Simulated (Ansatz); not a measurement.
# Calculations on SiN2H6SF2

## 1. Relaxation

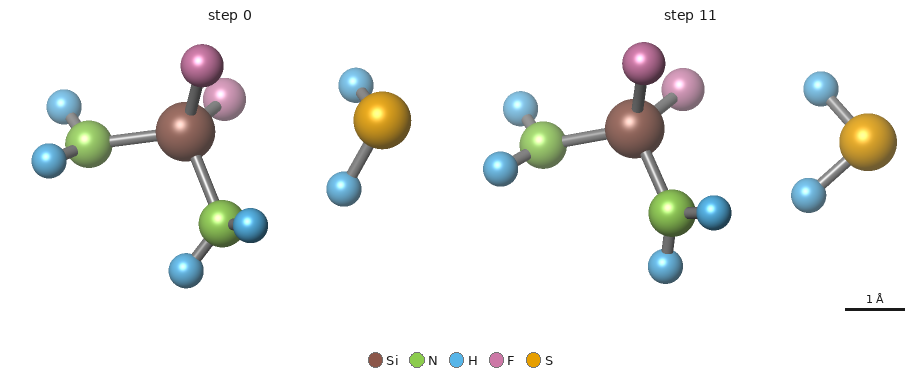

The structure of SiN$_{2}$H$_{6}$SF$_{2}$ before (left) and after (right) a relaxation, at one scale.

A ball-and-stick model, seen at a tilt.

The run prepares an end point of a later path (reaction) calculation, from a guessed geometry.

The calculation used RKS PBE-D4/def2-SVP (Ansatz).

Input
```yaml
crystal:
  periodic: [false, false, false]
  atoms:
    - { symbol: Si, position_ang: [-0.032272, 0.155601, 0.163956] }
    - { symbol: "N", position_ang: [0.011294, 0.193954, 1.939836] }
    - { symbol: H, position_ang: [-0.675818, 0.801111, 2.393592] }
    - { symbol: H, position_ang: [0.927298, 0.243838, 2.39097] }
    - { symbol: F, position_ang: [1.480456, 0.26923, -0.423348] }
    - { symbol: "N", position_ang: [-1.116028, 1.379209, -0.36043] }
    - { symbol: H, position_ang: [-1.57522, 1.277077, -1.26856] }
    - { symbol: H, position_ang: [-0.917865, 2.361552, -0.159797] }
    - { symbol: F, position_ang: [-0.679079, -1.203121, -0.46581] }
    - { symbol: S, position_ang: [1.533252, -2.621695, 1.267866] }
    - { symbol: H, position_ang: [0.674677, -2.919998, 0.259963] }
    - { symbol: H, position_ang: [0.518206, -2.008857, 1.983462] }
basis:
  gaussian: { orbitals: def2-SVP }
hamiltonian:
  xc: pbe
  dispersion: d4
relax:
  f_tol: 0.03
  max_steps: 50
```

Run as
```bash
ansatz run input.yaml --threads 4 --pin off --max-ram 5120MiB --backend cpu --events-out ev --progress --plain --runs-dir out
```

> What changed between the two?

The atom that moves furthest after the best rigid fit is S10 (0.71 Å). Largest moves by element: S 0.71 Å, F 0.36 Å, H 0.35 Å, N 0.34 Å, Si 0.23 Å. Among the contacts that change: Si1–N2 1.777 → 1.707 Å, S10–H12 1.385 → 1.362 Å, Si1–N6 1.717 → 1.706 Å, Si1–F9 1.631 → 1.639 Å. Among the angles between lasting bonds that change: Si1–N2–H3 116.1° → 122.8°, N2–Si1–F5 109.7° → 105.3°, Si1–N2–H4 117.7° → 121.9°. After 10 accepted moves (11 points after the start) the energy has fallen by 0.181 eV. The largest force component goes from 1.3 to 0.027 eV/Å. The line search rejected the trial step at point 4 of the run.

Limits of the set-up: the start holds two separate molecules, 2.3 Å apart at their closest, whose relative position is a soft coordinate.

## 2. Relaxation

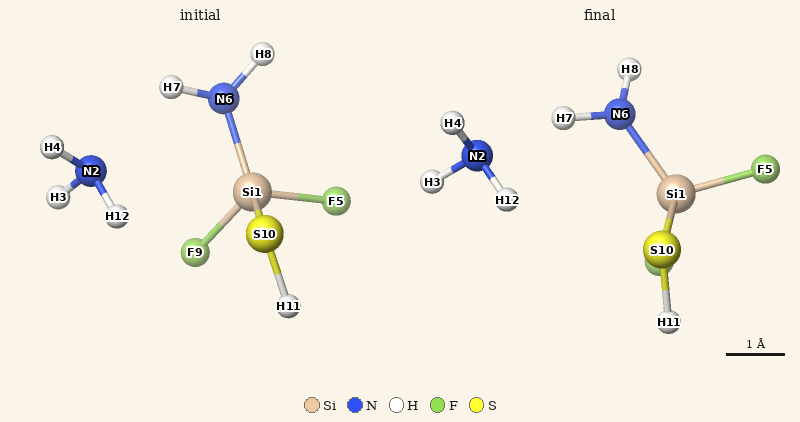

The structure of SiN2H6SF2 before (left) and after (right) a relaxation, at one scale.

The picture is a ball-and-stick view, seen at a tilt.

The run prepares an end point of a later path (reaction) calculation, from a guessed geometry.

Computed with Ansatz 0.2.0, RKS PBE-D4/def2-SVP. Set-up: no spin polarisation; force threshold 0.03 eV/Å; at most 50 steps.

Question: What changed between the two?

Answer: Over 22 accepted moves (23 points after the start) the energy falls by 0.132 eV. The largest force component goes from 0.4 to 0.02 eV/Å. The line search rejected the trial step at point 17 of the run. The forces were under the threshold at step 10, but the run went on from there. F9 moves most after the best rigid fit: 1.18 Å. By element the largest moves are F 1.18 Å, H 0.82 Å, Si 0.42 Å, N 0.40 Å, S 0.32 Å. Among the contacts that change: N6–H7 1.028 → 1.047 Å, Si1–S10 2.159 → 2.147 Å, N2–H12 1.044 → 1.032 Å, Si1–N6 1.697 → 1.687 Å. Among the angles between lasting bonds that change: N6–Si1–S10 116.0° → 108.0°, F5–Si1–S10 107.4° → 113.1°, N6–Si1–F9 112.8° → 118.2°. Groups turn about Si1–S10 by about 35°. Cost: 19 s on 4 threads of Intel(R) Xeon(R) 6975P-C (Granite Rapids), on a shared host, peak memory 0.2 GiB.

## 3. Path

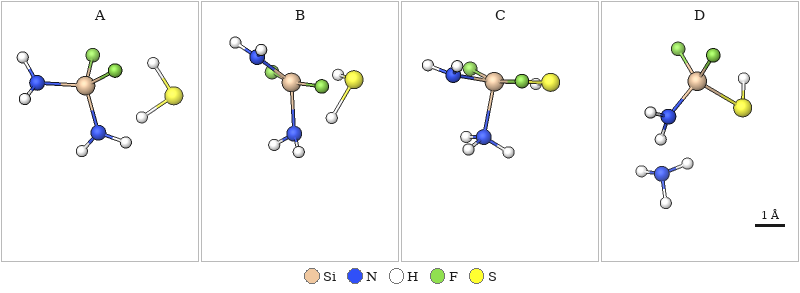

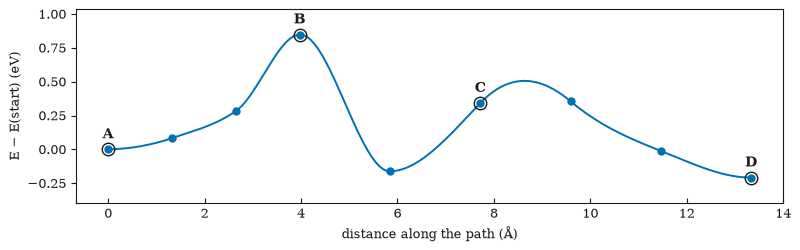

A nudged-elastic-band calculation for SiN₂H₆SF₂, made up at the start of SiN₂H₄F₂ and H$_{2}$S. Images are numbered from 0 (start) to 8 (end). Frames A to D are images 0, 3, 5, 8. A ball-and-stick model, seen at a tilt.

Method: RKS PBE-D4/def2-SVP in Ansatz 0.2.0. Settings: 7 movable images; climbing image; force threshold 0.03 eV/Å; iteration limit 60; starting path through a guess of the saddle point.

Describe the mechanism and the energy profile.

The path has more than one stage, and so few images may leave a stage unresolved. Breaking: H–S (1.36 → 2.82 Å), N–Si (1.71 → 3.75 Å). Forming: H–N (2.56 → 1.03 Å), S–Si (4.01 → 2.15 Å). Forward barrier 0.85 eV, backward barrier 1.06 eV, with image 3 at the top; the reaction energy is −0.21 eV. The profile has 2 maxima (images 3, 6) with a dip at image 4 (−0.16 eV), so the process runs in steps. The band converged in 47 iterations. The largest component of the band force went from 33 to 0.023 eV/Å. The climbing image converged on the top of the path. Its vibrational analysis gives one imaginary mode (564i cm⁻¹), as a transition state must have.

Limits of the set-up: the start holds two separate molecules, 2.4 Å apart at their closest, whose relative position is a soft coordinate.

Cost: 3.8 min on 4 threads of Intel(R) Xeon(R) 6975P-C (Granite Rapids), on a shared host, peak memory 0.2 GiB.
